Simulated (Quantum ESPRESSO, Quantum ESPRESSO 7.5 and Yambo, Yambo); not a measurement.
## BaTiO3 (P4mm): a self-consistent loop beyond G0W0, cycle by cycle

Wanted: G0W0 and self-consistent gaps of BaTiO3 (P4mm), with the cost of the cycles.

Method: PBE and many-body steps on it, plane waves, in Quantum ESPRESSO 7.5 and Yambo 5.3.0.

The database entry behind the starting cell differs from later determinations by our own check (c/a about 0.6 % short), so it need not match the best structure at ambient conditions.

**1. The starting structure**

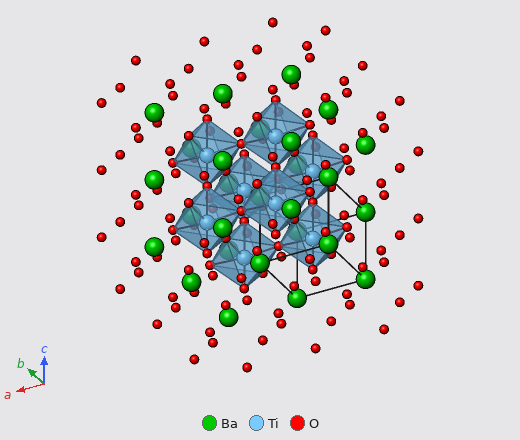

Start, viewed from a free direction; barium green, titanium blue, oxygen red. 2×2×2 cells are drawn. Some periodic images of atoms are drawn too.

Geometry: measured (diffraction); atoms relaxed with PBE. The runs that relaxed it are not among those shown. Spin-orbit coupling is left out unless a step names it.

**2. Empty states on the mesh, 4×4×4 mesh, 87 bands**

This step: Quantum ESPRESSO 7.5; DFT, PBE, plane waves, norm-conserving pseudopotentials.

The sums over transitions need many empty states on a uniform mesh; this step solves for them.

The input, pw.in:

```
&control
  calculation = 'nscf'
  prefix = 'x'
  outdir = 'o'
  pseudo_dir = 'pseudo'
/
&system
  ibrav = 0
  nat = 5
  ntyp = 3
  ecutwfc = 76.0
  nbnd = 87
  force_symmorphic = .true.
/
&electrons
  conv_thr = 1e-9
  electron_maxstep = 80
  diago_full_acc = .true.
  diago_thr_init = 5e-6
/
ATOMIC_SPECIES
  Ba 137.33 Ba.upf
  Ti 47.867 Ti.upf
  O 15.999 O.upf
CELL_PARAMETERS angstrom
  3.9998000000 0.0000000000 0.0000000000
  0.0000000000 3.9998000000 0.0000000000
  0.0000000000 0.0000000000 4.0180000000
ATOMIC_POSITIONS crystal
  Ba 0.0000000000 0.0000000000 0.0007199741
  Ti 0.5000000000 0.5000000000 0.4856287386
  O 0.5000000000 0.5000000000 0.0253431139
  O 0.5000000000 0.0000000000 0.5156540867
  O 0.0000000000 0.5000000000 0.5156540867
K_POINTS automatic
  4 4 4 0 0 0
```

Started as:

```bash
OMP_NUM_THREADS=1 mpirun -n 4 pw.x -nk 4 -in pw.in > pw.out
```

Output:

```text
Program PWSCF v.7.5 starts

     This program is part of the open-source Quantum ESPRESSO suite
     for quantum simulation of materials; please cite
         "P. Giannozzi et al., J. Phys.:Condens. Matter 21 395502 (2009);
         "P. Giannozzi et al., J. Phys.:Condens. Matter 29 465901 (2017);
         "P. Giannozzi et al., J. Chem. Phys. 152 154105 (2020);
     in publications or presentations arising from this work. More details at

     Atomic positions and unit cell read from directory:
     o/x.save/

     Message from routine setup:
[...]
48.1252  48.4042  48.4042  48.8272  50.5538  50.9813  51.2034  51.5981
    52.0445  52.0445  54.2464  54.4668  54.4668  55.1228  55.1228  55.8472
    55.8472  55.9337  55.9516  58.1904  59.7254  61.3480  62.8498

          k = 0.0000 0.2500 0.0000 (  4831 PWs)   bands (ev):

     [... further k-points ...]

     highest occupied, lowest unoccupied level (ev):    10.4265   12.2715

     XML data file, pseudopotentials, collected wavefunctions

=------------------------------------------------------------------------------=
   JOB DONE.
=------------------------------------------------------------------------------=
```

It took 16 s on 4 MPI ranks of Arm Neoverse V1, shared host; peak memory 0.37 GiB; 62 s of CPU time.

Numbers from this step:

* gap: 1.845 eV
* k of the valence top: -0.5, -0.5, -0.5
* k of the conduction bottom: 0, 0, 0
* least direct gap: 2.185 eV
* k points computed: 18
* lowest point of the top converged band, above the valence top: 48.79 eV

On this mesh the gap is 1.845 eV.

The density comes from a self-consistent run that is not shown.

**3. Conversion and set-up**

This step: Yambo 5.3.0; conversion and set-up on PBE, plane waves, norm-conserving pseudopotentials.

The states are converted to the many-body program's format and the q mesh is built.

Started as:

```bash
(cd o/x.save; p2y > p2y.log; mv SAVE ../..); yambo > setup.log
```

Output:

```text
 Yambo, version 5.3.0

 [02] CORE Variables Setup
 =========================

  [02.01] Unit cells
  ==================

  Cell kind             :  Unknown
  Atoms in the cell     :  Ba  Ti  O
  number of Ba atoms    :  1
  number of Ti atoms    :  1
  number of O  atoms    :  3

  List of atomic masses
  Mass of Ba    :  137.3300
  Mass of Ti    :  47.86700
  Mass of O     :  15.99900

  List of atomic coordinates    : [cc]
  Ba1       :  0.000000  0.000000  0.005467  order 1
  Ti1       :  3.779263  3.779263  3.687340  order 2
[...]
K/Q-points units:
 rlu = crystal or reduced units; cc = cartesian coordinates; iku = interal k-units

 Q [ 1]         [rlu]:  0.000000  0.000000  0.000000
 Q [ 2]         [rlu]:  0.000000  0.000000  0.250000
 Q [ 3]         [rlu]:  0.000000  0.000000 -0.500000
[...]
Q [ 8]         [rlu]:  0.000000 -0.500000  0.250000
 Q [ 9]         [rlu]:  0.000000 -0.500000 -0.500000
 Q [10]         [rlu]:  0.250000  0.250000  0.000000
     [... 6 further rows ...]
 Q [17]         [rlu]: -0.500000 -0.500000  0.250000
 Q [18]         [rlu]: -0.500000 -0.500000 -0.500000

  [03.01] X indexes
  =================

   [03.01.01] Sigma indexes
   ========================

 [06] Game Over & Game summary
```

It took 3.3 s on 1 MPI rank; peak memory 0.25 GiB.

**4. G0W0**

G0W0 replaces the xc potential by the self-energy, built once from these orbitals. Only a window of levels is corrected, while the sums run over the empty bands that the input names.

This step: G0W0 on PBE, plane waves, norm-conserving pseudopotentials.

The input, gw1.in:

```
HF_and_locXC
gw0
dyson
ppa
em1d
rim_cut
RandQpts= 1000000
RandGvec= 1 RL
EXXRLvcs= 76 Ry
VXCRLvcs= 304 Ry
Chimod= "HARTREE"
% BndsRnXp
 1 | 87 |
%
NGsBlkXp= 7 Ry
% LongDrXp
 1 | 1 | 1 |
%
% GbndRnge
 1 | 87 |
%
DysSolver= "n"
ExtendOut
PPAPntXp= 27.21138 eV
% QPkrange
 1 | 18 | 11 | 27 |
%
```

Started as:

```bash
OMP_NUM_THREADS=1 mpirun -n 4 yambo -F gw1.in -J gw1 -C gw1 > gw1.log
```

Output:

```text
 Yambo, version 5.3.0

 [02] CORE Variables Setup
 =========================

  [... cell, symmetries and grids as in the set-up ...]

  [02.05] Energies & Occupations
  ==============================

  [X] === General ===
  [X] Electronic Temperature                        :  0.000000  0.000000 [eV K]
  [X] Bosonic    Temperature                        :  0.000000  0.000000 [eV K]
  [X] Finite Temperature mode                       : no
  [X] El. density                                   :  0.62226E+24 [cm-3]
  [X] Fermi Level                                   :  10.42650 [eV]

  [X] === Gaps and Widths ===
  [X] Conduction Band Min                           :  1.844946 [eV]
  [X] Valence Band Max                              :  0.000000 [eV]
  [X] Filled Bands                                  :  20
  [X] Empty Bands                                   :   21   87
  [X] Direct Gap                                    :  2.185195 [eV]
  [X] Direct Gap localized at k                     :  1
  [X] Indirect Gap                                  :  1.844946 [eV]
  [X] Indirect Gap between kpts                     :  18   1
  [X] Last valence band width                       :  0.921446 [eV]
  [X] 1st conduction band width                     :  2.384365 [eV]

 [03] Transferred momenta grid and indexing
 ==========================================

 IBZ Q-points                                      :  18
 BZ  Q-points                                      :   64

 K/Q-points units:
 rlu = crystal or reduced units; cc = cartesian coordinates; iku = interal k-units

 Q [ 1]         [rlu]:  0.000000  0.000000  0.000000
 Q [ 2]         [rlu]:  0.000000  0.000000  0.250000
 Q [ 3]         [rlu]:  0.000000  0.000000 -0.500000
 Q [ 4]         [rlu]:  0.000000  0.250000  0.000000
 Q [ 5]         [rlu]:  0.000000  0.250000  0.250000
 Q [ 6]         [rlu]:  0.000000  0.250000 -0.500000
 Q [ 7]         [rlu]:  0.000000 -0.500000  0.000000
 Q [ 8]         [rlu]:  0.000000 -0.500000  0.250000
 Q [ 9]         [rlu]:  0.000000 -0.500000 -0.500000
 Q [10]         [rlu]:  0.250000  0.250000  0.000000
     [... 6 further rows ...]
 Q [17]         [rlu]: -0.500000 -0.500000  0.250000
 Q [18]         [rlu]: -0.500000 -0.500000 -0.500000

 [04] Coloumb potential Random Integration (RIM)
 ===============================================

  [04.01] RIM initialization
  ==========================

  * Diagonal components only detected *

  8 x (sBL volume)        :  0.071477 [a.u.]
  sBZ random points       :  1000000
  Points outside the sBZ  :   7992674
  RL volume               :  0.571816 [a.u.]
  Integrated volume       :  0.572340 [a.u.]

  [04.02] RIM integrals
  =====================

  Gamma point sphere radius             :  0.075279 [a.u.]
  Points outside the sphere             :   799805
  [Int_sBZ(q=0) 1/q^2]*(Vol_sBZ)^(-1/3) =:  7.678263
                                 should be <:  7.795600

  Summary of Coulomb integrals for non-metallic bands |Q|[au] RIM/Bare

  Q [1] 0.100000E-4 0.984948 * Q [2] 0.206876 1.047531
  Q [4] 0.207818 1.051805 * Q [5] 0.293234 1.049190
  Q [10] 0.293899 1.050618 * Q [11] 0.359408 1.035725
  Q [3] 0.413753 1.019729 * Q [7] 0.415636 1.019337
  Q [6] 0.463012 1.018201 * Q [8] 0.464275 1.017296
  Q [13] 0.464695 1.017702 * Q [12] 0.507512 1.016101
  Q [14] 0.508664 1.015336 * Q [9] 0.586468 1.011933
  Q [16] 0.587797 1.011712 * Q [15] 0.622200 1.010847
  Q [17] 0.623140 1.010401 * Q [18] 0.718817 1.008389

 [05] Dipoles
 ============

  [05.01] Setup: observables and procedures
  =========================================

  [WARNING] [x,Vnl] slows the Dipoles computation. To neglect it rename the ns.kb_pp file

 [06] Dynamic Dielectric Matrix (PPA)
 ====================================

 [WR./gw1//ndb.pp]---------------------------------------------------------------
  Brillouin Zone Q/K grids (IBZ/BZ)                :   18   64   18   64
  RL vectors                                       :   5983 [WF]
  Coulomb cutoff potential                         : none
[...]
X e/h energy range                               : -1.000000 -1.000000 [eV]
  X Time ordering                                  : R
  X Hxc Kernel                                     : HARTREE
  X Drude frequency                                :  0.000000  0.000000
  X poles                                          :  100.0000 [o/o]
  RL vectors in the sum                            :   5983
  [r,Vnl] included                                 : yes
  Field direction                                  :  0.577350E-5  0.577350E-5  0.577350E-5
  BZ energy Double Grid                            : no
  BZ energy DbGd points                            : 0
  BZ Q point size factor                           : -1.000000
  X Optical Averaged directions                    : none

 [07] Local Exchange-Correlation + Non-Local Fock
 ================================================

 [VXC] Plane waves :   38811
 [EXS] Plane waves :   4945

 QP @ state[ 1 ] K range:   1  18
 QP @ state[ 1 ] b range:  11  27

 [xc] Functional : Perdew, Burke & Ernzerhof(X)+Perdew, Burke & Ernzerhof(C)
 [xc] LIBXC used to calculate xc functional
  PP Number of Atomic Species                      :  3
  NLCC RL compoments                               :   38811
  PP Number of Atomic Species                      :  3
  NLCC RL compoments                               :   38811

 [xc] E_xc :  -21.67160 [Ha]
      E_xc :  -43.34321 [Ry]

  Local XC kind (lXC) : Perdew, Burke & Ernzerhof(X)+Perdew, Burke & Ernzerhof(C)
  Non-Local XC kind (nlXC) : Hartree-Fock

  Corrections @ K [1] :  [eV]
 <11|nlXC|11> = -19.53404  0.28458E-17 <11|lXC|11> = -14.26486  0.37763E-15
 <12|nlXC|12> = -24.10467  0.96861E-17 <12|lXC|12> = -18.76890  0.18882E-15
 <13|nlXC|13> = -23.88310  0.87310E-17 <13|lXC|13> = -18.58881  0.000000
 <14|nlXC|14> = -23.88318 -0.12139E-16 <14|lXC|14> = -18.58882  0.37763E-15
 <15|nlXC|15> = -23.74082 -0.58877E-17 <15|lXC|15> = -18.78800 -0.94408E-16
 <16|nlXC|16> = -23.74075  0.22141E-17 <16|lXC|16> = -18.78800 -0.19177E-16
[...]
Corrections @ K [2] :  [eV]
[...]
Corrections @ K [3] :  [eV]
[...]
Corrections @ K [4] :  [eV]
[...]
Corrections @ K [5] :  [eV]
[...]
[... 12 further k-points ...]
  Corrections @ K [18] :  [eV]
[...]
<25|nlXC|25> = -6.673418 -0.96926E-18 <25|lXC|25> = -11.72430 -0.10621E-15
 <26|nlXC|26> = -6.673462  0.54756E-18 <26|lXC|26> = -11.72430 -0.11801E-16
 <27|nlXC|27> = -15.13235  0.14760E-18 <27|lXC|27> = -24.16211  0.94408E-16

  [07.01] Hartree-Fock occupations report
  =======================================

  [Hartree-Fock] === General ===
  [Hartree-Fock] Electronic Temperature             :  0.000000  0.000000 [eV K]
  [Hartree-Fock] Bosonic    Temperature             :  0.000000  0.000000 [eV K]
  [Hartree-Fock] Finite Temperature mode            : no
  [Hartree-Fock] El. density                        :  0.62226E+24 [cm-3]
  [Hartree-Fock] Fermi Level                        :  10.42650 [eV]

  [Hartree-Fock] === Gaps and Widths ===
  [Hartree-Fock] Conduction Band Min                :  9.222391 [eV]
  [Hartree-Fock] Valence Band Max                   : -4.765176 [eV]
  [Hartree-Fock] Filled Bands                       :  20
  [Hartree-Fock] Empty Bands                        :   21   87
  [Hartree-Fock] Direct Gap                         :  13.98757 [eV]
  [Hartree-Fock] Direct Gap localized at k          :  1
  [Hartree-Fock] Indirect Gap                       :  13.98757 [eV]
  [Hartree-Fock] Indirect Gap between kpts          :  1  1
  [Hartree-Fock] Last valence band width            :  0.956448 [eV]
  [Hartree-Fock] 1st conduction band width          :  3.758034 [eV]

 [08] Dyson equation: Newton solver
 ==================================

  [08.01] G0W0 (W PPA)
  ====================

  [  GW  ] Bands range     :    1   87
  [GW/PPA] G damping       :  0.100000 [eV]

  QP @ state[ 1 ] K range:   1  18
  QP @ state[ 1 ] b range:  11  27

   Sc/G bands                                       :    1   87
   Sc/G damping                                     :  0.100000 ev
   Sc bands terminator                              : no
   Sx RL components                                 :   4945

   QP @ state[ 1 ] K range                          :   1  18
   QP @ state[ 1 ] b range                          :  11  27
   GF energies kind                                 : Perdew, Burke & Ernzerhof(X)+Perdew, Burke & Ernzerhof(C)
   GF WF`s kind                                     : Perdew, Burke & Ernzerhof(X)+Perdew, Burke & Ernzerhof(C)
   Xs energies kind                                 : Perdew, Burke & Ernzerhof(X)+Perdew, Burke & Ernzerhof(C)
   Xs WF`s kind                                     : Perdew, Burke & Ernzerhof(X)+Perdew, Burke & Ernzerhof(C)

 [11] Game Over & Game summary
```

Elapsed: 12 min, on 4 MPI ranks; peak memory 2.8 GiB.

This step gave:

* G0W0 gap on the mesh: 3.336 eV
* starting gap on the mesh: 1.845 eV
* k of the valence top: -0.5, -0.5, -0.5
* k of the conduction bottom: 0, 0, 0
* least direct G0W0 gap on the computed points: 3.682 eV
* Z at the valence top: 0.7659
* Z at the conduction bottom: 0.7796

The gap on the mesh goes from 1.84 eV to 3.34 eV, a correction of +1.49 eV.

**5. evGW0, cycle 1**

This step: evGW0 on PBE, plane waves, norm-conserving pseudopotentials.

gw2.in, as its differences from gw1.in of step 4:

```diff
@@ -27 +27,2 @@
 %
+GfnQPdb= "E < ./gw1/ndb.QP"
```

Started as:

```bash
OMP_NUM_THREADS=1 mpirun -n 4 yambo -F gw2.in -J gw2,gw1_W -C gw2 > gw2.log
```

Output:

```text
 Yambo, version 5.3.0

 [02] CORE Variables Setup
 =========================

  [... cell, symmetries and grids as in the set-up ...]

  [02.05] Energies & Occupations
  ==============================

  [X] === General ===
  [X] Electronic Temperature                        :  0.000000  0.000000 [eV K]
  [X] Bosonic    Temperature                        :  0.000000  0.000000 [eV K]
  [X] Finite Temperature mode                       : no
  [X] El. density                                   :  0.62226E+24 [cm-3]
  [X] Fermi Level                                   :  10.42650 [eV]

  [X] === Gaps and Widths ===
  [X] Conduction Band Min                           :  1.844946 [eV]
  [X] Valence Band Max                              :  0.000000 [eV]
  [X] Filled Bands                                  :  20
  [X] Empty Bands                                   :   21   87
  [X] Direct Gap                                    :  2.185195 [eV]
  [X] Direct Gap localized at k                     :  1
  [X] Indirect Gap                                  :  1.844946 [eV]
  [X] Indirect Gap between kpts                     :  18   1
  [X] Last valence band width                       :  0.921446 [eV]
  [X] 1st conduction band width                     :  2.384365 [eV]

 [03] Transferred momenta grid and indexing
 ==========================================

 IBZ Q-points                                      :  18
 BZ  Q-points                                      :   64

 K/Q-points units:
 rlu = crystal or reduced units; cc = cartesian coordinates; iku = interal k-units

 Q [ 1]         [rlu]:  0.000000  0.000000  0.000000
 Q [ 2]         [rlu]:  0.000000  0.000000  0.250000
 Q [ 3]         [rlu]:  0.000000  0.000000 -0.500000
[...]
[G+QP] Direct Gap localized at k                  :  1
  [G+QP] Indirect Gap                               :  3.336267 [eV]
  [G+QP] Indirect Gap between kpts                  :  18   1
  [G+QP] Last valence band width                    :  1.029405 [eV]
  [G+QP] 1st conduction band width                  :  2.716892 [eV]

  [coarse-grid] Minimum Bare Gap        [ev]:  1.844946
  [coarse-grid] Minimum Gap Correction  [ev]:  1.491321

  Eqp @ K [ 1]
  -64.33439 -37.33663 -37.26515 -37.26515 -28.27909 -19.20029 -18.48541 -18.36001
  -11.38534 -11.38534 -11.46280  -2.74927  -2.71532  -2.71552  -1.54627  -1.54583
  -1.348268 -0.417920 -0.346739 -0.346067  3.336267  3.699512  3.699842  6.016588
[...]
Eqp @ K [ 2]
[...]
Eqp @ K [ 3]
[...]
Eqp @ K [ 8]
[...]
Eqp @ K [ 9]
[...]
[... 29 further rows ...]
    7.46684   7.46662   9.65193   9.18973  11.18364  11.21736  13.23912  15.14010
   15.14010  15.25296  15.32656  17.94116  17.94116  17.97947  18.81966  18.81966

 [07] Dipoles
 ============

  [07.01] Setup: observables and procedures
  =========================================

 [08] Dynamic Dielectric Matrix (PPA)
 ====================================

   Sc/G bands                                       :    1   87
   Sc/G damping                                     :  0.100000 ev
   Sc bands terminator                              : no
   Sx RL components                                 :   4945

   QP @ state[ 1 ] K range                          :   1  18
   QP @ state[ 1 ] b range                          :  11  27
   GF energies kind                                 : Perdew, Burke & Ernzerhof(X)+Perdew, Burke & Ernzerhof(C)+ E < ./gw1/ndb.QP + @E Fit
   GF WF`s kind                                     : Perdew, Burke & Ernzerhof(X)+Perdew, Burke & Ernzerhof(C)
   Xs energies kind                                 : Perdew, Burke & Ernzerhof(X)+Perdew, Burke & Ernzerhof(C)
   Xs WF`s kind                                     : Perdew, Burke & Ernzerhof(X)+Perdew, Burke & Ernzerhof(C)

 [13] Game Over & Game summary
```

The job ended after 11 min (4 MPI ranks; peak memory 2.7 GiB).

This step gave:

- quasiparticle gap on the mesh: 3.642 eV
- gap of the density functional on the mesh: 1.845 eV
- k of the valence top: -0.5, -0.5, -0.5
- k of the conduction bottom: 0, 0, 0
- least direct quasiparticle gap on the computed points: 3.984 eV
- Z at the valence top: 0.7693
- Z at the conduction bottom: 0.7990

Against G0W0 in Yambo (4×4×4 mesh, 87 bands, screening to 95.2 eV, Godby-Needs plasmon pole), the gap moves by +0.306 eV.

The program's own table gives 3.942 eV, which is too large where the input levels are shifted: this version takes Σc at the unshifted level E₀, yet steps from the shifted one. The value above is the Newton step from E₀, E₀ + Z(Σc + Σx − Vxc), rebuilt from the printed columns.

**6. evGW0, cycle 2**

The corrected levels of the last cycle go back in.

gw3.in, as its differences from gw2.in of step 5:

```diff
@@ -27,2 +27,2 @@
 %
-GfnQPdb= "E < ./gw1/ndb.QP"
+GfnQPdb= "E < ./gw2_fix/ndb.QP"
```

Started as:

```bash
OMP_NUM_THREADS=1 mpirun -n 4 yambo -F gw3.in -J gw3,gw1_W -C gw3 > gw3.log
```

Output:

```text
 Yambo, version 5.3.0

 [02] CORE Variables Setup
 =========================

  [... cell, symmetries and grids as in the set-up ...]

  [02.05] Energies & Occupations
  ==============================

  [X] === General ===
  [X] Electronic Temperature                        :  0.000000  0.000000 [eV K]
  [X] Bosonic    Temperature                        :  0.000000  0.000000 [eV K]
  [X] Finite Temperature mode                       : no
  [X] El. density                                   :  0.62226E+24 [cm-3]
[...]
Sx RL components                                 :   4945

   QP @ state[ 1 ] K range                          :   1  18
   QP @ state[ 1 ] b range                          :  11  27
   GF energies kind                                 : Perdew, Burke & Ernzerhof(X)+Perdew, Burke & Ernzerhof(C)+ E < ./gw1/ndb.QP + @E Fit+ E < ./gw2_fix/
   GF WF`s kind                                     : Perdew, Burke & Ernzerhof(X)+Perdew, Burke & Ernzerhof(C)
   Xs energies kind                                 : Perdew, Burke & Ernzerhof(X)+Perdew, Burke & Ernzerhof(C)
   Xs WF`s kind                                     : Perdew, Burke & Ernzerhof(X)+Perdew, Burke & Ernzerhof(C)

 [13] Game Over & Game summary
```

Run time: 11 min. Hardware: 4 MPI ranks; peak memory 2.7 GiB; 43 min of CPU time.

Numbers from this step:

```yaml
quasiparticle_gap_on_the_mesh: 3.700 eV
gap_of_the_density_functional_on_the_mesh: 1.845 eV
k_of_the_valence_top: -0.5, -0.5, -0.5
k_of_the_conduction_bottom: 0, 0, 0
least_direct_quasiparticle_gap_on_the_computed_points: 4.041 eV
```

Against the cycle before, the gap moves by +0.058 eV.

The program's own table gives 4.055 eV, which is too large where the input levels are shifted: this version takes Σc at the unshifted level E₀, yet steps from the shifted one. The value above is the Newton step from E₀, E₀ + Z(Σc + Σx − Vxc), rebuilt from the printed columns.

(Continued in part 2 of 2.)

[Paths, hosts, dates, memory and timing lines, banners, echoed tables and standing remarks are left out of the program output.]

[Logs are printed without paths, hosts, clocks, repeated set-up lines and the standing remarks that a program may print on its own settings, such as how far it seeks lower states.]

[Runs of the session that timed out or met a known fault of the program may be left out.]

[Hosts, paths, dates, database ids (printed as entryN), source tags and the programs' standing remarks are cut or masked in the printed files.]
